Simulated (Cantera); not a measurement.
Charge: 1 mol SiC, 0.077 mol N₂O, 210 mol N₂, equilibrated at 0.270 bar.

Method: chemical equilibrium by Gibbs-energy minimisation in Cantera with the NASA 1993 tables (ideal gas, pure condensed phases). Candidate condensed phases: C, Si, SiC, SiO₂, Si₂N₂O, Si₃N₄; 34 gas species. Mutual solubility and eutectic melting of coexisting phases are not modelled. The numbers say what is thermodynamically allowed, not how fast it happens.

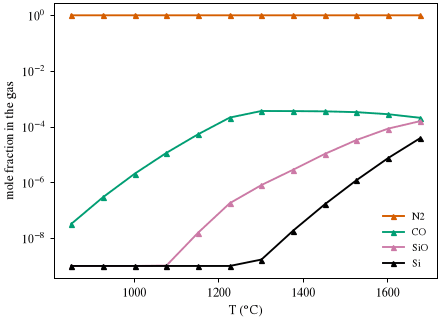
Equilibrium gas composition (values under 1e-9 drawn at 1e-9)

From 852 °C to 1227 °C the condensed part is C(graphite) + Si₂N₂O(s) + Si₃N₄(s). At 1302 °C the condensed part is C(graphite) + Si₃N₄(s). From 1377 °C to 1602 °C the condensed part is SiC(s) + Si₃N₄(s). At 1677 °C the condensed part is SiC(s).
